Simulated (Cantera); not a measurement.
Charge: 1 mol Si, a varied amount of HF, 2.7 mol N2, held at 902 °C and 1.10e-5 bar.

Method: chemical equilibrium by Gibbs-energy minimisation in Cantera with the NASA 1993 tables (ideal gas, pure condensed phases). Candidate condensed phases: Si, Si3N4; 37 gas species. N2 is the only nitrogen source here; it is nearly inert below about 1500 K, so the nitride shown seldom forms there in practice. The tables' values for SiF3, SiF2 are old estimates; treat these amounts as uncertain. Rates play no part.

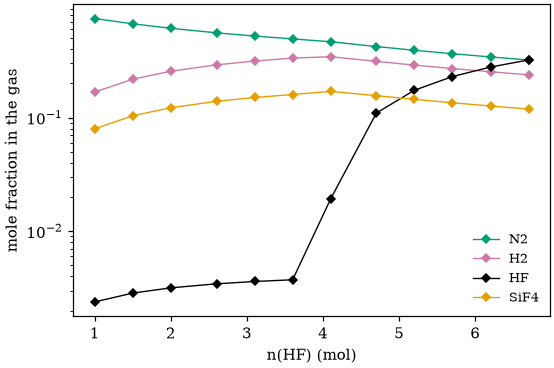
Equilibrium gas composition (values under 1e-9 drawn at 1e-9)

From 1 mol HF to 3.6 mol HF the condensed part is Si3N4(s). From 4.1 mol HF to 6.7 mol HF nothing is condensed. The main Si-bearing gas is SiF4 throughout.
